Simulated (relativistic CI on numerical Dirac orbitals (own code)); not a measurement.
# Zr³⁺: L2,3 absorption multiplets

Aim: the L2,3 absorption spectrum of Zr³⁺ in 5 surroundings, from the same atomic integrals.

The numbers are computed with relativistic CI on numerical Dirac orbitals (own code) version 1 (Dirac-Coulomb-Breit CI, KLI orbitals optimised for each configuration, model QED (radiative potential, 1s self-energy scaled to tabulated hydrogen-like ionisation energies), valence Slater integrals scaled by 0.9, multiplet model of core-to-valence dipole absorption), except any that are marked as measured or tabulated.

**1. What is computed**

```
ion                                            : Zr³⁺ (Zr IV)
nuclear charge                                 : 40
electrons                                      : 37
configurations                                 : [Kr] 4d → [He] 2s2 2p5 3s2 3p6 3d10 4s2 4p6 4d2
magnetising field for the dichroism, Lz and Sz : exchange field 10 meV on Sz; these come from the lowest magnetised state alone (0 K)
temperature of the isotropic spectrum          : 300 K
widths                                         : Lorentz 0.96 eV, Gauss 0.5 eV
surrounding 1                                  : free ion
surrounding 2                                  : Td, 10Dq = -11250 cm⁻¹
surrounding 3                                  : Td, 10Dq = -16700 cm⁻¹
surrounding 4                                  : D3d, 10Dq = 46550, Dsigma = 110, Dtau = -110 cm⁻¹
surrounding 5                                  : Oh, 10Dq = 13200 cm⁻¹
```

**2. Surrounding 1: free ion**

Settings of the run:

```ini
atom Zr  Z=40  charge=3  electrons=37
nucleus A=90  rms_radius_fm=4.2694
hamiltonian dirac-coulomb  breit=on  qed=on  c_scale=1
orbitals kli  potential=per-configuration
slater_scale 0.9
correlation none
mixing on
configurations
  [Kr] 4d
  [He] 2s2 2p5 3s2 3p6 3d10 4s2 4p6 4d2
end
absorption L2,3 T=300 lorentz=0.96 gauss=0.5
crystal_field free
```

Main fields of the result record, rounded:

```text
status: converged
curve, one point in 4 above 2 % of the maximum [energy, isotropic, mcd, ld] [eV; bohr^2/eV]:
  - [2223.1, 4.985e-06, 9.992e-08, 6.89e-07]
  - [2223.5, 6.147e-06, 1.036e-07, 9.582e-07]
  - [2223.9, 7.798e-06, 9.393e-08, 1.384e-06]
  - [2224.3, 1.028e-05, 4.461e-08, 2.1e-06]
  - [2224.7, 1.431e-05, -1.282e-07, 3.405e-06]
  - [2225.1, 2.166e-05, -7.069e-07, 6.059e-06]
  - [2225.5, 3.694e-05, -2.193e-06, 1.233e-05]
  - [2225.9, 6.695e-05, -1.178e-06, 2.764e-05]
  - [2226.3, 0.0001005, 5.237e-06, 4.52e-05]
  - [2226.7, 0.0001138, 7.435e-06, 4.164e-05]
  - [2227.1, 0.0001374, 2.237e-05, 3.479e-05]
  - [2227.5, 0.0001983, 1.49e-05, 3.311e-06]
  - [2227.9, 0.0002415, -1.487e-05, -6.969e-05]
  - [2228.3, 0.000177, -4.863e-06, -7.711e-05]
  - [2228.7, 8.915e-05, 1.524e-06, -3.807e-05]
  - [2229.1, 4.617e-05, 1.152e-06, -1.669e-05]
  - [2229.5, 2.787e-05, 1.251e-06, -8.029e-06]
  - [2229.9, 1.945e-05, 2.217e-06, -3.665e-06]
  - [2230.3, 1.524e-05, 3.523e-06, -9.456e-07]
  - [2230.7, 1.162e-05, 2.958e-06, -2.734e-07]
  - [2231.1, 8.449e-06, 1.52e-06, -5.828e-07]
  - [2231.5, 6.433e-06, 7.743e-07, -6.646e-07]
  - [2231.9, 5.136e-06, 4.596e-07, -5.969e-07]
  - [2308.8, 5.896e-06, 2.709e-06, 3.535e-06]
  - [2309.2, 8.902e-06, 3.177e-06, 5.215e-06]
  - [2309.6, 1.505e-05, 3.229e-06, 8.417e-06]
  - [2310, 2.863e-05, 3.053e-06, 1.573e-05]
  - [2310.4, 5.163e-05, 1.434e-05, 3.395e-05]
  - [2310.8, 6.725e-05, 4.293e-05, 5.441e-05]
  - [2311.2, 6.21e-05, 5.678e-05, 4.869e-05]
  - [2311.6, 6.514e-05, 7.545e-05, 4.05e-05]
  - [2312, 6.248e-05, 8.265e-05, 3.115e-05]
  - [2312.4, 3.886e-05, 5.3e-05, 1.79e-05]
  - [2312.8, 2.031e-05, 2.703e-05, 9.363e-06]
  - [2313.2, 1.17e-05, 1.555e-05, 4.901e-06]
  - [2313.6, 8.019e-06, 1.137e-05, 2.271e-06]
  - [2314, 6.749e-06, 1.13e-05, -1.794e-07]
  - [2314.4, 7.591e-06, 1.613e-05, -4.062e-06]
  - [2314.8, 9.981e-06, 2.485e-05, -9.362e-06]
  - [2315.2, 9.055e-06, 2.309e-05, -9.126e-06]
  - [2315.6, 5.401e-06, 1.282e-05, -4.446e-06]
sticks, the strongest [energy, strength] [eV, bohr^2]:
  - [2226.06, 2.134e-05]
  - [2226.33, 6.948e-05]
  - [2226.59, 3.767e-05]
  - [2227.07, 1.993e-05]
  - [2227.54, 8.289e-05]
  - [2227.95, 0.0002229]
  - [2228.03, 0.0001036]
  - [2310.41, 2.363e-05]
  - [2310.82, 7.384e-05]
  - [2311.81, 4.844e-05]
  - [2311.88, 1.048e-05]
  - [2311.93, 2.199e-05]
  - [2312.24, 9.529e-06]
  - [2314.97, 1.353e-05]
total [bohr^2]: 0.000802459
centroid [eV]: 2250.08
radial 2p6 4d [Ha, bohr]: {"<r^-3>(4d)": 3.3585, "<r^1>(4d)": 1.836, "<r^2>(4d)": 3.9297, "<r^4>(4d)": 26.246, "zeta(4d)": 0.0020199}
radial 2p5 4d2 [Ha, bohr]: {"<r^-3>(2p)": 2073.7, "<r^1>(2p)": 0.14028, "<r^2>(2p)": 0.024049, "<r^4>(2p)": 0.0011514, "zeta(2p)": 2.0683, "<r^-3>(4d)": 4.075, "<r^1>(4d)": 1.7038, "<r^2>(4d)": 3.3894, "<r^4>(4d)": 19.636, "F2(4d,4d)": 0.27034, "F4(4d,4d)": 0.17752, "F2(2p,4d)": 0.054347, "G1(2p,4d)": 0.044319, "G3(2p,4d)": 0.025704, "zeta(4d)": 0.0027497}
ground_degeneracy: 4
ground_Lz: 1.82173
ground_Sz: -0.321732
ground_S: 0.5
core_spin_orbit_splitting [eV]: 87.6445
branching_ratio: 0.731438
edge_boundary [eV]: 2270.41
mcd_integrals: [0.00750026, 0.0890958]
```

Run time: 0.26 s. Hardware: 1 thread, shared host.

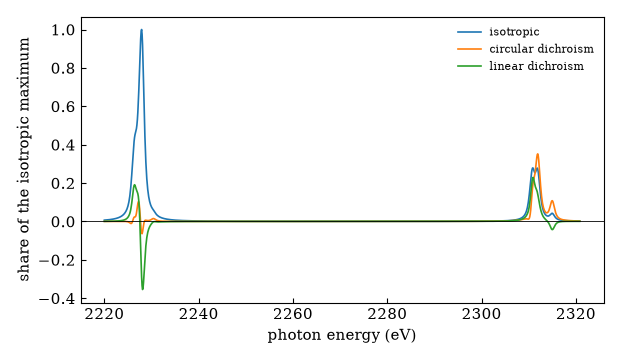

Thermal isotropic spectrum, and the dichroism of the lowest magnetised state alone (0 K, fully polarised).

**3. Surrounding 2: Td, 10Dq = -11250**

Changes to the settings of step 2:

```diff
@@ -12,2 +12,2 @@
 absorption L2,3 T=300 lorentz=0.96 gauss=0.5
-crystal_field free
+crystal_field Td 10Dq=-11250
```

From the record:

```text
status: converged
curve, one point in 8 above 2 % of the maximum [energy, isotropic, mcd, ld] [eV; bohr^2/eV]:
  - [2222.4, 3.565e-06, -3.91e-07, 1.585e-06]
  - [2223.2, 5.406e-06, -5.089e-07, 2.879e-06]
  - [2224, 9.778e-06, -5.76e-07, 6.837e-06]
  - [2224.8, 2.588e-05, 2.227e-08, 2.554e-05]
  - [2225.6, 4.107e-05, -4.404e-06, 3.264e-05]
  - [2226.4, 7.529e-05, -1.023e-05, 2.917e-05]
  - [2227.2, 0.0001341, -1.668e-05, 4.549e-05]
  - [2228, 0.0001767, -3.852e-05, 2.305e-05]
  - [2228.8, 0.0001028, -1.312e-05, -4.559e-05]
  - [2229.6, 3.408e-05, -1.109e-06, -1.314e-05]
  - [2230.4, 1.401e-05, -1.606e-06, -3.277e-06]
  - [2231.2, 8.736e-06, -2.509e-06, -2.828e-06]
  - [2232, 6.357e-06, -2.655e-06, -2.734e-06]
  - [2232.8, 3.687e-06, -9.35e-07, -6.901e-07]
  - [2308.6, 6.833e-06, 1.395e-06, 5.704e-06]
  - [2309.4, 2.054e-05, 3.065e-06, 2.236e-05]
  - [2310.2, 2.922e-05, 6.901e-06, 2.259e-05]
  - [2311, 5.778e-05, 1.98e-05, 2.423e-05]
  - [2311.8, 6.685e-05, 2.319e-05, 6.709e-06]
  - [2312.6, 5.903e-05, 3e-05, -7.347e-06]
  - [2313.4, 3.094e-05, 1.292e-05, -1.527e-05]
  - [2314.2, 1.037e-05, 3.456e-06, -2.949e-06]
  - [2315, 4.85e-06, 2.164e-06, -9.268e-07]
sticks, the strongest [energy, strength] [eV, bohr^2]:
  - [2225.21, 2.677e-05]
  - [2226.82, 4.051e-05]
  - [2227.55, 3.777e-05]
  - [2227.88, 7.237e-05]
  - [2228.25, 3.267e-05]
  - [2228.33, 4.506e-05]
  - [2309.79, 2.935e-05]
  - [2311.27, 5.039e-05]
total [bohr^2]: 0.000799547
centroid [eV]: 2254.33
ground_degeneracy: 4
ground_Lz: 0.161443
ground_Sz: -0.499203
ground_S: 0.5
core_spin_orbit_splitting [eV]: 87.6445
branching_ratio: 0.682253
edge_boundary [eV]: 2270.64
mcd_integrals: [-0.0334819, 0.0396628]
```

Run time: 0.32 s. Hardware: 1 thread, shared host.

**4. Surrounding 3: Td, 10Dq = -16700**

Changes to the settings of step 3:

```diff
@@ -12,2 +12,2 @@
 absorption L2,3 T=300 lorentz=0.96 gauss=0.5
-crystal_field Td 10Dq=-11250
+crystal_field Td 10Dq=-16700
```

From the record:

```text
status: converged
curve, one point in 8 above 2 % of the maximum [energy, isotropic, mcd, ld] [eV; bohr^2/eV]:
  - [2222.2, 3.536e-06, -4.667e-07, 1.845e-06]
  - [2223, 5.572e-06, -6.197e-07, 3.574e-06]
  - [2223.8, 1.123e-05, -6.434e-07, 9.693e-06]
  - [2224.6, 3.299e-05, -5.349e-07, 3.708e-05]
  - [2225.4, 3.707e-05, -9.24e-06, 2.623e-05]
  - [2226.2, 5.361e-05, -1.642e-05, 1.57e-05]
  - [2227, 9.961e-05, -1.889e-05, 4.109e-05]
  - [2227.8, 0.0001507, -1.452e-05, 2.817e-05]
  - [2228.6, 0.0001475, -3.102e-05, -2.759e-05]
  - [2229.4, 5.549e-05, -3.951e-06, -2.411e-05]
  - [2230.2, 2.245e-05, 2.28e-07, -8.704e-06]
  - [2231, 1.029e-05, -7.773e-07, -2.161e-06]
  - [2231.8, 6.327e-06, -1.22e-06, -1.423e-06]
  - [2232.6, 5.066e-06, -2.015e-06, -2.065e-06]
  - [2307.9, 4.532e-06, 1.201e-06, 3.748e-06]
  - [2308.7, 1.234e-05, 2.331e-06, 1.353e-05]
  - [2309.5, 2.621e-05, 6.684e-06, 2.936e-05]
  - [2310.3, 2.653e-05, 1.479e-05, 1.101e-05]
  - [2311.1, 4.661e-05, 2.036e-05, 1.721e-05]
  - [2311.9, 6.1e-05, 2.589e-05, 3.715e-06]
  - [2312.7, 6.179e-05, 7.673e-06, -5.065e-06]
  - [2313.5, 3.209e-05, 2.041e-05, -1.152e-05]
  - [2314.3, 1.291e-05, 1.593e-06, -5.802e-06]
  - [2315.1, 5.523e-06, 1.232e-06, -1.176e-06]
sticks, the strongest [energy, strength] [eV, bohr^2]:
  - [2224.81, 3.057e-05]
  - [2227.03, 3.445e-05]
  - [2227.83, 3.248e-05]
  - [2228.19, 7.794e-05]
  - [2228.51, 4.604e-05]
  - [2228.61, 3.711e-05]
  - [2309.39, 3.054e-05]
  - [2311.51, 3.533e-05]
total [bohr^2]: 0.00079946
centroid [eV]: 2254.5
ground_degeneracy: 4
ground_Lz: 0.108166
ground_Sz: -0.49964
ground_S: 0.5
core_spin_orbit_splitting [eV]: 87.6445
branching_ratio: 0.680789
edge_boundary [eV]: 2270.86
mcd_integrals: [-0.034963, 0.0382212]
```

It took 0.32 s on 1 thread, shared host.

**5. Surrounding 4: D3d, 10Dq = 46550, Dsigma = 110, Dtau = -110**

Changes to the settings of step 4:

```diff
@@ -12,2 +12,2 @@
 absorption L2,3 T=300 lorentz=0.96 gauss=0.5
-crystal_field Td 10Dq=-16700
+crystal_field D3d 10Dq=46550 Dsigma=110 Dtau=-110
```

From the record:

```text
status: converged
curve, one point in 11 above 2 % of the maximum [energy, isotropic, mcd, ld] [eV; bohr^2/eV]:
  - [2219.9, 2.189e-06, 3.451e-07, 1.647e-07]
  - [2221, 3.554e-06, 7.113e-07, 3.309e-07]
  - [2222.1, 7.105e-06, 1.997e-06, 8.687e-07]
  - [2223.2, 2.379e-05, 1.074e-05, 4.064e-06]
  - [2224.3, 8.644e-05, 3.985e-05, 1.947e-05]
  - [2225.4, 9.158e-05, -4.098e-05, -8.1e-06]
  - [2226.5, 2.417e-05, -3.883e-07, -2.499e-07]
  - [2227.6, 1.37e-05, 1.655e-06, -7.76e-08]
  - [2228.7, 2.33e-05, 3.964e-06, -8.665e-07]
  - [2229.8, 7.309e-05, 1.342e-05, 1.978e-06]
  - [2230.9, 0.0001094, -8.655e-06, -9.761e-06]
  - [2232, 2.687e-05, 2.937e-06, -4.669e-06]
  - [2233.1, 7.838e-06, 4.785e-07, -9.097e-07]
  - [2234.2, 3.847e-06, 1.92e-07, -3.423e-07]
  - [2235.3, 2.354e-06, 1.155e-07, -1.719e-07]
  - [2306.8, 4.414e-06, 1.794e-06, 2.34e-06]
  - [2307.9, 1.942e-05, 6.081e-06, 9.174e-06]
  - [2309, 3.896e-05, 2.139e-05, 3.176e-05]
  - [2310.1, 2.733e-05, 1.968e-05, 2.217e-05]
  - [2311.2, 1.234e-05, 1.7e-05, -4.661e-06]
  - [2312.3, 7.158e-06, 6.143e-06, -1.83e-06]
  - [2313.4, 1.445e-05, 6.247e-07, -4.99e-07]
  - [2314.5, 2.998e-05, 3.296e-07, 6.471e-07]
  - [2315.6, 3.919e-05, 9.534e-06, -2.346e-06]
  - [2316.7, 8.269e-06, 2.787e-06, -4.244e-07]
  - [2317.8, 2.767e-06, 7.883e-07, -3.486e-08]
sticks, the strongest [energy, strength] [eV, bohr^2]:
  - [2224.15, 2.785e-05]
  - [2224.35, 1.974e-05]
  - [2225.15, 2.839e-05]
  - [2225.33, 1.895e-05]
  - [2225.37, 2.207e-05]
  - [2230.75, 2.263e-05]
  - [2231.11, 2.15e-05]
  - [2308.73, 2.289e-05]
total [bohr^2]: 0.00080029
centroid [eV]: 2253.43
ground_degeneracy: 2
ground_Lz: 0.993812
ground_Sz: -0.499909
ground_S: 0.5
core_spin_orbit_splitting [eV]: 87.6445
branching_ratio: 0.694848
edge_boundary [eV]: 2273.19
mcd_integrals: [0.0117376, 0.0415942]
```

It took 0.36 s on 1 thread, shared host.

**6. Surrounding 5: Oh, 10Dq = 13200**

Changes to the settings of step 5:

```diff
@@ -12,2 +12,2 @@
 absorption L2,3 T=300 lorentz=0.96 gauss=0.5
-crystal_field D3d 10Dq=46550 Dsigma=110 Dtau=-110
+crystal_field Oh 10Dq=13200
```

From the record:

```text
status: converged
curve, one point in 8 above 2 % of the maximum [energy, isotropic, mcd, ld] [eV; bohr^2/eV]:
  - [2222, 3.146e-06, 5.838e-07, -2.4e-07]
  - [2222.8, 4.539e-06, 8.911e-07, -4.195e-07]
  - [2223.6, 7.287e-06, 1.562e-06, -8.505e-07]
  - [2224.4, 1.45e-05, 3.57e-06, -2.282e-06]
  - [2225.2, 4.33e-05, 1.322e-05, -9.052e-06]
  - [2226, 7.278e-05, 2.273e-05, -1.258e-05]
  - [2226.8, 0.0001092, -5.259e-06, -5.181e-06]
  - [2227.6, 0.0001265, 2.849e-05, -1.864e-05]
  - [2228.4, 0.0001533, 5.492e-06, 2.526e-05]
  - [2229.2, 7.651e-05, 1.731e-05, 2.303e-05]
  - [2230, 2.325e-05, 4.547e-06, 5.22e-06]
  - [2230.8, 1.099e-05, 2.261e-06, 1.749e-06]
  - [2231.6, 7.26e-06, 3.133e-06, 5.253e-07]
  - [2232.4, 4.872e-06, 2.233e-06, 2.29e-07]
  - [2233.2, 3.124e-06, 8.323e-07, 2.275e-07]
  - [2308.5, 5.754e-06, -1.427e-07, -2.738e-06]
  - [2309.3, 1.566e-05, -1.358e-06, -7.095e-06]
  - [2310.1, 4.525e-05, -5.629e-06, -2.651e-05]
  - [2310.9, 4.115e-05, 4.693e-06, -3.06e-05]
  - [2311.7, 5.743e-05, 2.671e-06, -4.051e-05]
  - [2312.5, 4.674e-05, 1.7e-05, 6.348e-06]
  - [2313.3, 4.17e-05, 2.311e-05, 1.386e-05]
  - [2314.1, 1.32e-05, 6.158e-06, 3.988e-06]
  - [2314.9, 5.421e-06, 2.18e-06, 9.755e-07]
  - [2315.7, 3.284e-06, 1.41e-06, 6.944e-07]
sticks, the strongest [energy, strength] [eV, bohr^2]:
  - [2225.68, 3.769e-05]
  - [2227.22, 4.283e-05]
  - [2227.37, 6.211e-05]
  - [2228.34, 3.37e-05]
  - [2228.54, 3.394e-05]
  - [2228.7, 5.709e-05]
  - [2228.71, 5.391e-05]
  - [2310.26, 3.445e-05]
total [bohr^2]: 0.000800505
centroid [eV]: 2252.94
ground_degeneracy: 4
ground_Lz: 0.998378
ground_Sz: -0.498378
ground_S: 0.5
core_spin_orbit_splitting [eV]: 87.6445
branching_ratio: 0.69849
edge_boundary [eV]: 2270.92
mcd_integrals: [0.036275, 0.0189845]
```

It took 0.35 s on 1 thread, shared host.

**7. The spectra side by side**

| surrounding | ground S | Lz (0 K) | Sz (0 K) | centroid (eV) | share of the lower edge | up to four highest peaks (% of the highest), eV |
| --- | --- | --- | --- | --- | --- | --- |
| 1: free | 0.50 | 1.82 | -0.32 | 2250.08 | 0.731 | 2227.9 (100), 2310.8 (28), 2311.8 (28) |
| 2: Td | 0.50 | 0.16 | -0.50 | 2254.33 | 0.682 | 2227.9 (100), 2310.0 (16), 2311.4 (38), 2311.9 (38) |
| 3: Td | 0.50 | 0.11 | -0.50 | 2254.50 | 0.681 | 2225.0 (23), 2228.2 (100), 2309.4 (15), 2312.4 (37) |
| 4: D3d | 0.50 | 0.99 | -0.50 | 2253.43 | 0.695 | 2224.4 (79), 2225.2 (91), 2230.9 (100), 2308.7 (41) |
| 5: Oh | 0.50 | 1.00 | -0.50 | 2252.94 | 0.698 | 2225.9 (47), 2227.3 (88), 2228.5 (100), 2311.6 (38) |

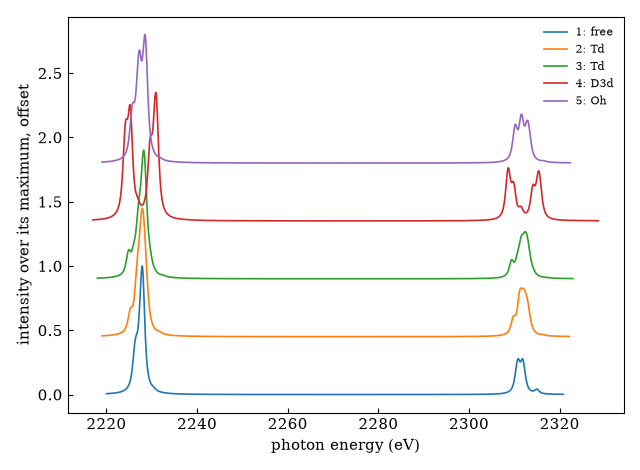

The spectra, each scaled to its maximum and offset.

**8. Summary of results**

| quantity | value |
| --- | --- |
| highest peak, first run | 2227.9 eV |
| ground spin (effective S from ⟨S²⟩) | 0.50 |
| share of the lower edge | 0.681 to 0.731 |
| core spin-orbit splitting (without Breit) | 87.64 eV |

The lower edge takes 0.73 of the intensity in surrounding 1, above the statistical 0.67. The position of the maximum differs by up to 3.0 eV between the surroundings, by shifts of peaks or by peaks exchanging rank. Edge positions are free-ion values and differ from those in solids by a few eV or more.
